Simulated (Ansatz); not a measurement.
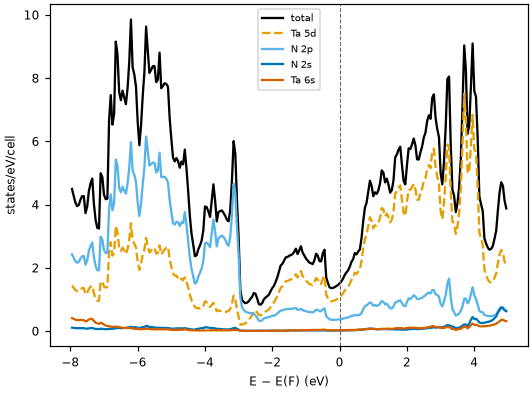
*Total and projected density of states of Ta₄N₅ in space group I4/m (No. 87; Ta on 8h, N on 2b, N on 8h), the program Ansatz at the PBEsol level (PAW)*

### Question
Which orbitals carry the states next to the Fermi level?

### Answer
Within 0.5 eV of the Fermi level: Ta 5d 71 %, N 2p 24 %. Projections are on Löwdin-orthogonalised atomic valence shells; empty p or d shells of many metals are not among them.

### Question
Where is the tallest occupied peak in this window, and what makes it?

### Answer
Near -6.2 eV, about 9.8 states/eV per cell; the largest projected share is N 2p.

The workflow started from a Materials Project entry (that database holds measured and hypothetical structures alike); the Crystallography Open Database copy checked does not list it. Whether it is the stable phase at ambient conditions was not checked. The PBEsol relaxation kept the symmetry of its start; its stability against distortions is not shown here. No spin polarisation was allowed. With an odd number of electrons in the cell and no spin polarisation, the count alone makes it a metal. Spin–orbit coupling is left out wherever it is not named.

Potentials: the later of the program's two PAW sets.
